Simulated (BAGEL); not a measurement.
**C2H4AlNO (SMILES [CH3][AlH][N]=C=O): levels of theory compared**

Wanted: a comparison of 3 runs (B3LYP/6-31G*, PBE0/6-31G*, RI-MP2/6-31G*) of C2H4AlNO. 

Program for the calculation: BAGEL 1.2.2.

2 further runs of the same task are left out: 1 that didn't finish, 1 set aside as unsound or not needed. Runs told in other sessions of the task aren't counted.

### 1 The structure to begin with

C2H4AlNO has 9 atoms, charge 0, and is taken as a singlet. SMILES: `[CH3][AlH][N]=C=O`. Geometry: relaxed at PBE0-D4/def2-TZVP. This is one conformer, not always the lowest.

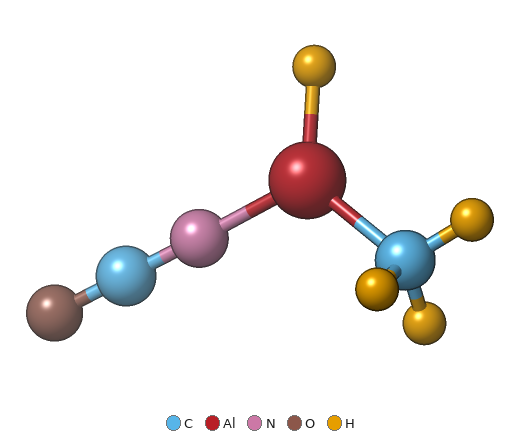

Viewed from a chosen angle; carbon blue, aluminium red, nitrogen pink, oxygen brown, hydrogen amber.

### 2 A single-point energy at B3LYP/6-31G(d) (density fitting with qzvpp-jkfit, spherical functions) (run 1)

calc.json

```json
{ "bagel": [

{
  "title": "molecule",
  "basis": "6-31gs.json",
  "df_basis": "qzvpp-jkfit",
  "angstrom": true,
  "geometry": [
    { "atom": "C", "xyz": [      -1.479800,      -0.787200,       0.045400 ] },
    { "atom": "Al", "xyz": [       0.120000,      -0.030700,       0.835200 ] },
    { "atom": "N", "xyz": [       1.322500,       0.697000,      -0.251700 ] },
    { "atom": "C", "xyz": [       2.142500,       1.192200,      -0.965700 ] },
    { "atom": "O", "xyz": [       2.941800,       1.675100,      -1.665500 ] },
    { "atom": "H", "xyz": [      -2.104300,      -1.304900,       0.777000 ] },
    { "atom": "H", "xyz": [      -2.088000,      -0.002400,      -0.416800 ] },
    { "atom": "H", "xyz": [      -1.228100,      -1.494400,      -0.750700 ] },
    { "atom": "H", "xyz": [       0.461900,       0.009000,       2.375900 ] }
  ]
},

{
  "title": "ks",
  "xc_func": "b3lyp"
},

{
  "title": "print",
  "file": "orbitals.molden",
  "orbitals": true
}

]}
```

The basis set 6-31G* is read from a file made from the Basis Set Exchange's data (not shown).

Run with:

```sh
$ BAGEL_NUM_THREADS=1 BAGEL calc.json > calc.out
```

Standard output:

```text
* using 1 threads per process

  ===============================================================
  ===============================================================

  *** Geometry ***

  { "atom" : "C", "xyz" : [     -2.796417,     -1.487592,      0.085794 ] },
  { "atom" : "Al", "xyz" : [      0.226767,     -0.058015,      1.578299 ] },
  { "atom" : "N", "xyz" : [      2.499163,      1.317139,     -0.475644 ] },
  { "atom" : "C", "xyz" : [      4.048738,      2.252931,     -1.824909 ] },
  { "atom" : "O", "xyz" : [      5.559196,      3.165480,     -3.147339 ] },
  { "atom" : "H", "xyz" : [     -3.976551,     -2.465904,      1.468317 ] },
  { "atom" : "H", "xyz" : [     -3.945748,     -0.004535,     -0.787638 ] },
  { "atom" : "H", "xyz" : [     -2.320773,     -2.824007,     -1.418617 ] },
  { "atom" : "H", "xyz" : [      0.872864,      0.017008,      4.489800 ] },

  Number of auxiliary basis functions:      504

  Since a DF basis is specified, we compute 2- and 3-index integrals:
    o Being stored without compression. Storage requirement is 0.027 GB

  Number of basis functions:       82
  Number of electrons      :       44

    * METHOD: MOLECULE                             0.28

  *** Kohn-Sham DFT ***

    * Removing 15383 points whose weight is below 1.00e-10
    * Grid points: 118771

  === Nuclear Repulsion ===
   178.5431531628

       - DIIS with orbital gradients will be used.

  === KS iteration (b3lyp / 6-31gs.json) ===
      0       -398.91173538          0.12482753           0.44
      1       -333.39810829          0.16353107           0.42
      2       -252.15542552          0.17768267           0.42
      3       -399.03125910          0.20840698           0.43
      4       -444.18612408          0.09025534           0.42
      5       -433.39120721          0.11600702           0.42
      6       -450.89425228          0.01863153           0.42
      7       -450.44435899          0.03905011           0.42
      8       -451.06408396          0.00603935           0.43
      9       -451.08114942          0.00077159           0.42
     10       -451.08133892          0.00030950           0.43
     11       -451.08137605          0.00014723           0.42
     12       -451.08138412          0.00005415           0.42
     13       -451.08138526          0.00001027           0.42
     14       -451.08138528          0.00000588           0.43
     15       -451.08138530          0.00000083           0.42
     16       -451.08138530          0.00000021           0.42
     17       -451.08138530          0.00000005           0.42
     18       -451.08138530          0.00000005           0.42
     19       -451.08138530          0.00000001           0.42
    * SCF iteration converged.

    * Permanent dipole moment:
           (    0.809413,     0.451782,    -0.341469) a.u.

    * METHOD: KS                                   9.15

    * METHOD: PRINT                                0.01

  ===============================================================
```

Run time: 9.6 s. Hardware: 1 thread of Arm Neoverse V1, shared host; peak memory 0.46 GiB.

### 3 A single-point energy at PBE0/6-31G(d) (density fitting with qzvpp-jkfit, spherical functions) (run 2)

input.json

```json
{ "bagel" : [

{
  "title" : "molecule",
  "basis" : "6-31gs.json",
  "df_basis" : "qzvpp-jkfit",
  "angstrom" : "true",
  "geometry" : [
    { "atom" : "C", "xyz" : [   -1.479800,   -0.787200,    0.045400 ] },
    { "atom" : "Al", "xyz" : [    0.120000,   -0.030700,    0.835200 ] },
    { "atom" : "N", "xyz" : [    1.322500,    0.697000,   -0.251700 ] },
    { "atom" : "C", "xyz" : [    2.142500,    1.192200,   -0.965700 ] },
    { "atom" : "O", "xyz" : [    2.941800,    1.675100,   -1.665500 ] },
    { "atom" : "H", "xyz" : [   -2.104300,   -1.304900,    0.777000 ] },
    { "atom" : "H", "xyz" : [   -2.088000,   -0.002400,   -0.416800 ] },
    { "atom" : "H", "xyz" : [   -1.228100,   -1.494400,   -0.750700 ] },
    { "atom" : "H", "xyz" : [    0.461900,    0.009000,    2.375900 ] }
  ]
},
{ "title" : "ks", "xc_func" : "pbe0", "charge" : 0 },
{ "title" : "print", "file" : "orbitals.molden", "orbitals" : "true" }

]}
```

The basis set 6-31G* is read from a file made from the Basis Set Exchange's data (not shown).

Run with:

```sh
$ BAGEL_NUM_THREADS=1 BAGEL input.json > input.out
```

Standard output:

```text
* using 1 threads per process

  ===============================================================
  ===============================================================

  *** Geometry ***

  { "atom" : "C", "xyz" : [     -2.796417,     -1.487592,      0.085794 ] },
  { "atom" : "Al", "xyz" : [      0.226767,     -0.058015,      1.578299 ] },
  { "atom" : "N", "xyz" : [      2.499163,      1.317139,     -0.475644 ] },
  { "atom" : "C", "xyz" : [      4.048738,      2.252931,     -1.824909 ] },
  { "atom" : "O", "xyz" : [      5.559196,      3.165480,     -3.147339 ] },
  { "atom" : "H", "xyz" : [     -3.976551,     -2.465904,      1.468317 ] },
  { "atom" : "H", "xyz" : [     -3.945748,     -0.004535,     -0.787638 ] },
  { "atom" : "H", "xyz" : [     -2.320773,     -2.824007,     -1.418617 ] },
  { "atom" : "H", "xyz" : [      0.872864,      0.017008,      4.489800 ] },

  Number of auxiliary basis functions:      504

  Since a DF basis is specified, we compute 2- and 3-index integrals:
    o Being stored without compression. Storage requirement is 0.027 GB

  Number of basis functions:       82
  Number of electrons      :       44

    * METHOD: MOLECULE                             0.28

  *** Kohn-Sham DFT ***

    * Removing 15383 points whose weight is below 1.00e-10
    * Grid points: 118771

  === Nuclear Repulsion ===
   178.5431531628

       - DIIS with orbital gradients will be used.

  === KS iteration (pbe0 / 6-31gs.json) ===
      0       -398.56603357          0.12456549           0.43
      1       -335.15967836          0.16768873           0.41
      2       -252.58530976          0.17942945           0.41
      3       -391.89013853          0.16150195           0.41
      4       -442.10654736          0.10963448           0.41
      5       -450.41787523          0.02582504           0.41
      6       -450.15057306          0.03479832           0.40
      7       -450.68052984          0.00690092           0.40
      8       -450.69339161          0.00539686           0.41
      9       -450.70576861          0.00165714           0.40
     10       -450.70667696          0.00065862           0.41
     11       -450.70687672          0.00005413           0.41
     12       -450.70687819          0.00001171           0.41
     13       -450.70687825          0.00000445           0.41
     14       -450.70687825          0.00000255           0.41
     15       -450.70687826          0.00000060           0.40
     16       -450.70687826          0.00000035           0.41
     17       -450.70687826          0.00000007           0.41
     18       -450.70687826          0.00000002           0.41
     19       -450.70687826          0.00000001           0.41
    * SCF iteration converged.

    * Permanent dipole moment:
           (    0.826828,     0.461835,    -0.353964) a.u.

    * METHOD: KS                                   8.88

    * METHOD: PRINT                                0.01

  ===============================================================
```

It took 9.6 s on 1 thread of Arm Neoverse V1, shared host; peak memory 0.46 GiB.

### 4 The energy at RI-MP2/6-31G(d) (density fitting with qzvpp-jkfit, spherical functions) (run 3)

input.json

```json
{ "bagel": [

{
  "title": "molecule",
  "basis": "6-31gs.json",
  "df_basis": "qzvpp-jkfit",
  "angstrom": "true",
  "geometry": [
    { "atom": "C", "xyz": [   -1.479800,   -0.787200,    0.045400 ] },
    { "atom": "Al", "xyz": [    0.120000,   -0.030700,    0.835200 ] },
    { "atom": "N", "xyz": [    1.322500,    0.697000,   -0.251700 ] },
    { "atom": "C", "xyz": [    2.142500,    1.192200,   -0.965700 ] },
    { "atom": "O", "xyz": [    2.941800,    1.675100,   -1.665500 ] },
    { "atom": "H", "xyz": [   -2.104300,   -1.304900,    0.777000 ] },
    { "atom": "H", "xyz": [   -2.088000,   -0.002400,   -0.416800 ] },
    { "atom": "H", "xyz": [   -1.228100,   -1.494400,   -0.750700 ] },
    { "atom": "H", "xyz": [    0.461900,    0.009000,    2.375900 ] }
  ]
},
{
  "title": "hf"
},
{
  "title": "mp2",
  "ncore": 9
}

]}
```

The basis set 6-31G* is read from a file made from the Basis Set Exchange's data (not shown).

Run with:

```sh
$ BAGEL_NUM_THREADS=1 BAGEL input.json > input.out
```

Standard output:

```text
* using 1 threads per process

  ===============================================================
  ===============================================================

  *** Geometry ***

  { "atom" : "C", "xyz" : [     -2.796417,     -1.487592,      0.085794 ] },
  { "atom" : "Al", "xyz" : [      0.226767,     -0.058015,      1.578299 ] },
  { "atom" : "N", "xyz" : [      2.499163,      1.317139,     -0.475644 ] },
  { "atom" : "C", "xyz" : [      4.048738,      2.252931,     -1.824909 ] },
  { "atom" : "O", "xyz" : [      5.559196,      3.165480,     -3.147339 ] },
  { "atom" : "H", "xyz" : [     -3.976551,     -2.465904,      1.468317 ] },
  { "atom" : "H", "xyz" : [     -3.945748,     -0.004535,     -0.787638 ] },
  { "atom" : "H", "xyz" : [     -2.320773,     -2.824007,     -1.418617 ] },
  { "atom" : "H", "xyz" : [      0.872864,      0.017008,      4.489800 ] },

  Number of auxiliary basis functions:      504

  Since a DF basis is specified, we compute 2- and 3-index integrals:
    o Being stored without compression. Storage requirement is 0.027 GB

  Number of basis functions:       82
  Number of electrons      :       44

    * METHOD: MOLECULE                             0.28

  *** RHF ***

  === Nuclear Repulsion ===
   178.5431531628

      * DIIS with orbital gradients will be used.

  === RHF iteration (6-31gs.json) ===
      0       -449.10517330          0.02173712           0.08
      1       -449.27110929          0.01383399           0.08
      2       -449.34410619          0.00166770           0.08
      3       -449.34570467          0.00058675           0.08
      4       -449.34588565          0.00011166           0.08
      5       -449.34589303          0.00006320           0.08
      6       -449.34589530          0.00001891           0.08
      7       -449.34589579          0.00000733           0.08
      8       -449.34589587          0.00000350           0.08
      9       -449.34589590          0.00000135           0.08
     10       -449.34589590          0.00000065           0.08
     11       -449.34589590          0.00000024           0.08
     12       -449.34589590          0.00000014           0.08
     13       -449.34589590          0.00000004           0.08
     14       -449.34589590          0.00000002           0.08
     15       -449.34589590          0.00000001           0.08
    * SCF iteration converged.

    * Permanent dipole moment:
           (    0.869346,     0.496728,    -0.468492) a.u.

    * METHOD: HF                                   1.46

  *** RHF ***

  === Nuclear Repulsion ===
   178.5431531628

      * DIIS with orbital gradients will be used.

  === RHF iteration (6-31gs.json) ===
      0       -449.34589590          0.00000000           0.08
    * SCF iteration converged.

    * Permanent dipole moment:
           (    0.869345,     0.496728,    -0.468492) a.u.

  === DF-MP2 calculation ===

    * freezing 9 orbitals
    * 3-index integral transformation done
    * assembly done

      MP2 correlation energy:   -0.6269215311      0.05

      MP2 total energy:       -449.9728174332

    * METHOD: MP2                                  0.22

  ===============================================================
```

It took 2.1 s on 1 thread of Arm Neoverse V1, shared host; peak memory 0.12 GiB.

### 5 All runs side by side

```
run                                                                  level  frozen core orbitals  energy (Eh)  dipole moment (D)  HOMO energy (eV)  LUMO energy (eV)  wall time
  1   B3LYP/6-31G* (density fitting with qzvpp-jkfit, spherical functions)                     –  -451.081385               2.51             -7.60             -1.36      9.6 s
  2    PBE0/6-31G* (density fitting with qzvpp-jkfit, spherical functions)                     –  -450.706878               2.57             -7.87             -1.17      9.6 s
  3  RI-MP2/6-31G* (density fitting with qzvpp-jkfit, spherical functions)                     9  -449.972817                  –                 –                 –      2.1 s
```

### 6 Outcome

| quantity | value |
| --- | --- |
| run 3: total energy | -449.97282 Eh |
| run 3: correlation energy (9 core orbitals frozen) | -626.9 mEh |

In words: Totals of different functionals can't be ranked against each other. All runs together took 21 s, the longest 9.6 s.
